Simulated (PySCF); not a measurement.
**Run report: C₃H₁₀NS₃Ta, geometry relaxation (part 1 of 2)**

- system: C₃H₁₀NS₃Ta (Ta(NH)(SMe)3)
- method: PBE0-D3(BJ)/def2-SVP geometry optimisation, gas phase (PySCF 2.14.0)

It belongs to a series of runs on one base structure; here: ligand (all three): Cl to SMe.

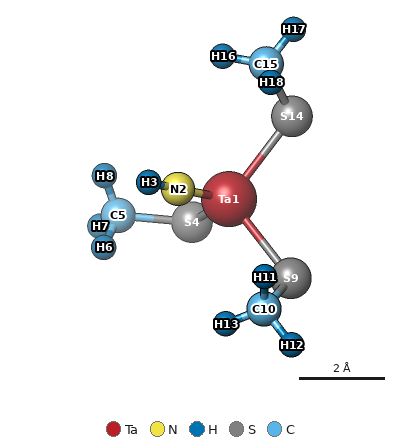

Fig. 1: The structure as given in the input (ball-and-stick view, seen at a tilt; atoms are numbered from 1 in the order of the input). Sticks mark near contacts.

**Input**
```
{"job": {"xc": "PBE0", "basis": "def2-SVP", "d3": "d3bj", "grid": 1, "maxiter": 30, "shake": 0.03, "kind": "geom"}, "charge": 0, "multiplicity": 1}
Ta     0.056220    -0.070220    -0.574220
N     -0.000530    -0.026450     1.189670
H     -0.028660    -0.030510     2.183900
S      2.010720    -1.113720    -1.520750
C      2.888740    -1.795050    -0.161320
H      3.189680    -0.937070     0.503610
H      3.796180    -2.269190    -0.558360
H      2.344140    -2.474600     0.410930
S     -0.007960     2.272730    -1.379610
C      0.076340     3.388760     0.006260
H     -0.803620     3.221790     0.643620
H      0.089740     4.409570    -0.401740
H      0.922120     3.244880     0.491540
S     -2.017470    -1.079250    -1.426030
C     -2.998960    -1.651370    -0.036540
H     -2.407240    -2.253410     0.605720
H     -3.850920    -2.093960    -0.446360
H     -3.314830    -0.726000     0.547410
```

The first line tells a small driver script what to run in PySCF; the rest is the geometry in Å.

Hardware: 1 CPU thread, shared host.

Launched with:
```bash
OMP_NUM_THREADS=1 python <driver script> task.json out
```

**The program's output**
```
step   0  E = -1425.67658896  max force = 0.086395
step   1  E = -1425.70471107  max force = 0.011529
step   2  E = -1425.70619593  max force = 0.007018
step   3  E = -1425.70666802  max force = 0.004280
step   4  E = -1425.70681866  max force = 0.001760
step   5  E = -1425.70690250  max force = 0.001261
step   6  E = -1425.70707173  max force = 0.003072
step   7  E = -1425.70732547  max force = 0.003632
step   8  E = -1425.70705303  max force = 0.006809
step   9  E = -1425.70802704  max force = 0.002691
step  10  E = -1425.70827727  max force = 0.001399
step  11  E = -1425.70808078  max force = 0.001968
step  12  E = -1425.70842774  max force = 0.000400
step  13  E = -1425.70841784  max force = 0.000253
step  14  E = -1425.70842589  max force = 0.000234
optimisation converged
```

**Trajectory as extended XYZ (Å, eV, eV/Å), 15 frames, from step=0 to step=14**
```
18
Properties=species:S:1:pos:R:3:forces:R:3 step=0 energy=-38794.63600
Ta    0.0562   -0.0702   -0.5742   -1.0912   1.1909  -1.2423
N    -0.0005   -0.0265    1.1897    0.2234  -0.2281  -1.2780
H    -0.0287   -0.0305    2.1839   -0.0078   0.0069   0.9404
S     2.0107   -1.1137   -1.5208   -1.3372   0.5453  -0.7658
C     2.8887   -1.7951   -0.1613    2.3265   1.9434   0.4451
H     3.1897   -0.9371    0.5036    0.0232  -0.8581  -0.3637
H     3.7962   -2.2692   -0.5584    0.0455  -0.0811   0.1420
H     2.3441   -2.4746    0.4109   -1.2138  -1.5493   1.0657
S    -0.0080    2.2727   -1.3796    0.0792  -1.8552  -0.3514
C     0.0763    3.3888    0.0063   -4.3556   1.0747  -2.1152
H    -0.8036    3.2218    0.6436    0.1619   0.2849   0.0938
H     0.0897    4.4096   -0.4017   -0.2214   0.0106   0.0787
H     0.9221    3.2449    0.4915    4.4426  -0.7886   2.8341
S    -2.0175   -1.0793   -1.4260    1.4484   0.4472  -0.1816
C    -2.9990   -1.6514   -0.0365    0.5538   3.2939   1.0037
H    -2.4072   -2.2534    0.6057    0.4245  -1.1000   0.7387
H    -3.8509   -2.0940   -0.4464   -1.6621  -1.2434  -0.5486
H    -3.3148   -0.7260    0.5474    0.1601  -1.0938  -0.4956
18
Properties=species:S:1:pos:R:3:forces:R:3 step=1 energy=-38795.40124
Ta    0.0050    0.0002   -0.6908    0.1783  -0.2001  -0.2665
N    -0.0152    0.0109    1.0620    0.0590  -0.0817   0.4166
H    -0.0187   -0.0097    2.0763    0.0051   0.0188  -0.0520
S     1.9570   -1.0707   -1.5289    0.1073  -0.0975   0.0645
C     2.8896   -1.7681   -0.1330    0.2624  -0.0971   0.2321
H     3.2497   -0.9841    0.5459   -0.0888   0.1088  -0.0405
H     3.7735   -2.2834   -0.5335   -0.0558  -0.0390  -0.0980
H     2.2959   -2.4878    0.4460   -0.0725   0.0049  -0.0939
S    -0.0316    2.2141   -1.4215    0.0131   0.5928  -0.0861
C     0.0495    3.3260    0.0181   -0.0165   0.2229  -0.0900
H    -0.8279    3.1953    0.6613   -0.0190  -0.0668   0.0322
H     0.0546    4.3547   -0.3679    0.0007   0.0008  -0.0018
H     0.9689    3.1601    0.5884    0.0496  -0.0630   0.0554
S    -1.9606   -1.0366   -1.4499   -0.4309  -0.3420   0.0188
C    -2.9516   -1.5766   -0.0110   -0.0425   0.2602   0.0170
H    -2.3579   -2.2002    0.6667   -0.0184  -0.1455  -0.0863
H    -3.8205   -2.1207   -0.4009    0.0446  -0.1458   0.0296
H    -3.3161   -0.7065    0.5504    0.0243   0.0693  -0.0513
18
Properties=species:S:1:pos:R:3:forces:R:3 step=2 energy=-38795.44165
Ta    0.0015    0.0029   -0.7164   -0.1476   0.2263   0.1159
N     0.0025   -0.0062    1.0479    0.0613  -0.0769  -0.3609
H     0.0124   -0.0342    2.0621   -0.0044   0.0217  -0.0498
S     1.9694   -1.0853   -1.5276   -0.0782   0.0327   0.1163
C     2.8948   -1.7817   -0.1206    0.0252  -0.1468   0.1295
H     3.2420   -0.9900    0.5547   -0.0397   0.0613  -0.0127
H     3.7727   -2.3062   -0.5232   -0.0402   0.0054  -0.0437
H     2.2798   -2.4996    0.4434    0.0366   0.0809  -0.0854
S    -0.0289    2.2851   -1.4292    0.0176  -0.1833   0.1238
C     0.0678    3.3909    0.0191    0.1422  -0.0301   0.0625
H    -0.8044    3.2502    0.6689   -0.0027  -0.0264   0.0171
H     0.0724    4.4241   -0.3548    0.0104  -0.0220  -0.0200
H     0.9941    3.2081    0.5872   -0.1445   0.0195  -0.0806
S    -1.9951   -1.0855   -1.4551    0.1084  -0.0203   0.1297
C    -2.9777   -1.6080   -0.0059    0.0140  -0.0025  -0.0224
H    -2.3760   -2.2321    0.6680   -0.0365  -0.0071  -0.0547
H    -3.8372   -2.1838   -0.3810    0.0863   0.0139   0.0245
H    -3.3464   -0.7319    0.5401   -0.0082   0.0538   0.0107
18
Properties=species:S:1:pos:R:3:forces:R:3 step=3 energy=-38795.45449
Ta   -0.0053    0.0082   -0.7451   -0.0907   0.0901  -0.2201
N     0.0105   -0.0129    1.0090    0.0409  -0.0466   0.0802
H     0.0282   -0.0430    2.0219   -0.0067   0.0182   0.0018
S     1.9628   -1.0824   -1.5301   -0.0135   0.0113   0.0195
C     2.8739   -1.7691   -0.1092    0.0042  -0.0477   0.0545
H     3.2051   -0.9650    0.5607   -0.0084  -0.0099  -0.0131
H     3.7531   -2.2951   -0.5059   -0.0093   0.0128   0.0018
H     2.2490   -2.4817    0.4457    0.0217   0.0297  -0.0195
S    -0.0345    2.2866   -1.4347    0.0015  -0.0409   0.0389
C     0.0735    3.3718    0.0269    0.0676  -0.0327   0.0514
H    -0.7941    3.2191    0.6812    0.0093   0.0032  -0.0023
H     0.0781    4.4091   -0.3343    0.0020  -0.0073  -0.0004
H     1.0005    3.1777    0.5855   -0.0719   0.0197  -0.0444
S    -1.9910   -1.1038   -1.4585    0.0533  -0.0280   0.0365
C    -2.9625   -1.5966    0.0043   -0.0002   0.0092  -0.0002
H    -2.3558   -2.2097    0.6823   -0.0106   0.0134  -0.0007
H    -3.8162   -2.1883   -0.3544    0.0122   0.0235   0.0123
H    -3.3317   -0.7080    0.5324   -0.0015  -0.0180   0.0036
18
Properties=species:S:1:pos:R:3:forces:R:3 step=4 energy=-38795.45859
Ta   -0.0128    0.0080   -0.7835    0.0249  -0.0489   0.0905
N     0.0208   -0.0224    0.9726    0.0062  -0.0061  -0.0799
H     0.0462   -0.0502    1.9851   -0.0066   0.0121   0.0143
S     1.9646   -1.0792   -1.5391    0.0288  -0.0022  -0.0228
C     2.8595   -1.7556   -0.1007   -0.0277   0.0160  -0.0263
H     3.1712   -0.9434    0.5678    0.0114  -0.0148   0.0049
H     3.7461   -2.2768   -0.4848    0.0137   0.0057   0.0102
H     2.2286   -2.4676    0.4444   -0.0047  -0.0114   0.0186
S    -0.0505    2.2865   -1.4454   -0.0178   0.0768  -0.0213
C     0.0765    3.3457    0.0335    0.0088  -0.0188   0.0184
H    -0.7809    3.1792    0.6977    0.0022   0.0093  -0.0100
H     0.0755    4.3887   -0.3097   -0.0034   0.0074   0.0022
H     1.0089    3.1428    0.5749    0.0032   0.0050  -0.0081
S    -1.9847   -1.1371   -1.4629   -0.0165  -0.0491  -0.0140
C    -2.9526   -1.5776    0.0173   -0.0074  -0.0047   0.0007
H    -2.3454   -2.1676    0.7141    0.0144   0.0193   0.0184
H    -3.8040   -2.1842   -0.3180   -0.0272   0.0158  -0.0057
H    -3.3233   -0.6723    0.5144   -0.0022  -0.0115   0.0098
18
Properties=species:S:1:pos:R:3:forces:R:3 step=5 energy=-38795.46087
Ta   -0.0140   -0.0021   -0.8056    0.0426  -0.0446  -0.0173
N     0.0316   -0.0314    0.9468   -0.0067   0.0082   0.0648
H     0.0605   -0.0520    1.9596   -0.0060   0.0064   0.0084
S     1.9764   -1.0751   -1.5471    0.0333   0.0002  -0.0207
C     2.8594   -1.7478   -0.0983   -0.0366   0.0299  -0.0557
H     3.1534   -0.9345    0.5762    0.0129  -0.0042   0.0116
H     3.7565   -2.2578   -0.4725    0.0154  -0.0022   0.0082
H     2.2281   -2.4670    0.4358   -0.0108  -0.0234   0.0219
S    -0.0733    2.2837   -1.4538   -0.0265   0.0466  -0.0197
C     0.0762    3.3264    0.0353   -0.0143  -0.0121  -0.0094
H    -0.7672    3.1473    0.7137   -0.0043   0.0066  -0.0061
H     0.0627    4.3733   -0.2952   -0.0036   0.0082  -0.0004
H     1.0191    3.1228    0.5556    0.0352  -0.0018   0.0101
S    -1.9766   -1.1803   -1.4594   -0.0087  -0.0389  -0.0101
C    -2.9565   -1.5588    0.0300   -0.0102   0.0005  -0.0024
H    -2.3554   -2.1200    0.7552    0.0152   0.0115   0.0144
H    -3.8076   -2.1755   -0.2867   -0.0235   0.0060  -0.0076
H    -3.3297   -0.6344    0.4880   -0.0033   0.0033   0.0099
18
Properties=species:S:1:pos:R:3:forces:R:3 step=6 energy=-38795.46548
Ta   -0.0104   -0.0391   -0.8388    0.0495  -0.0325  -0.0394
N     0.0625   -0.0500    0.9106   -0.0212   0.0441   0.1580
H     0.0969   -0.0436    1.9237   -0.0051  -0.0135  -0.0053
S     2.0164   -1.0537   -1.5651    0.0135   0.0212  -0.0174
C     2.8741   -1.7334   -0.1035   -0.0195   0.0337  -0.0637
H     3.1195   -0.9282    0.5995   -0.0010   0.0055   0.0079
H     3.8008   -2.2025   -0.4587    0.0046  -0.0172   0.0007
H     2.2500   -2.4850    0.3931   -0.0109  -0.0318   0.0122
S    -0.1544    2.2555   -1.4688   -0.0397  -0.0274  -0.0084
C     0.0689    3.2703    0.0310   -0.0587   0.0221  -0.0569
H    -0.7242    3.0580    0.7582   -0.0060  -0.0069   0.0025
H     0.0088    4.3236   -0.2740   -0.0005   0.0016  -0.0062
H     1.0477    3.0811    0.4826    0.0812  -0.0161   0.0339
S    -1.9398   -1.3104   -1.4246    0.0289   0.0041  -0.0228
C    -2.9783   -1.4982    0.0610   -0.0256   0.0421  -0.0005
H    -2.4072   -1.9621    0.8740    0.0065  -0.0184   0.0058
H    -3.8252   -2.1417   -0.2108   -0.0001  -0.0217   0.0032
H    -3.3626   -0.5238    0.3882    0.0042   0.0112  -0.0035
18
Properties=species:S:1:pos:R:3:forces:R:3 step=7 energy=-38795.47239
Ta   -0.0032   -0.0670   -0.8304    0.0304   0.0153  -0.0478
N     0.0866   -0.0524    0.9181   -0.0097   0.0653   0.1868
H     0.1211   -0.0223    1.9309   -0.0032  -0.0319  -0.0145
S     2.0518   -1.0150   -1.5698   -0.0184   0.0374   0.0002
C     2.8920   -1.7387   -0.1201    0.0047   0.0050  -0.0343
H     3.0987   -0.9626    0.6266   -0.0141   0.0165   0.0050
H     3.8413   -2.1653   -0.4701   -0.0071  -0.0227  -0.0120
H     2.2785   -2.5300    0.3270   -0.0042  -0.0220  -0.0058
S    -0.2440    2.2231   -1.4654   -0.0410  -0.0975   0.0040
C     0.0586    3.2413    0.0180   -0.0654   0.0445  -0.0681
H    -0.6749    3.0070    0.7986   -0.0014  -0.0189   0.0124
H    -0.0526    4.2932   -0.2784    0.0044  -0.0060  -0.0085
H     1.0726    3.0799    0.3967    0.0819  -0.0197   0.0347
S    -1.8922   -1.4181   -1.3694    0.0343   0.0254  -0.0508
C    -2.9976   -1.4546    0.0795   -0.0217   0.0683  -0.0054
H    -2.4622   -1.8251    0.9621   -0.0046  -0.0411   0.0003
H    -3.8343   -2.1231   -0.1633    0.0232  -0.0373   0.0187
H    -3.3966   -0.4535    0.2871    0.0119   0.0194  -0.0148
```
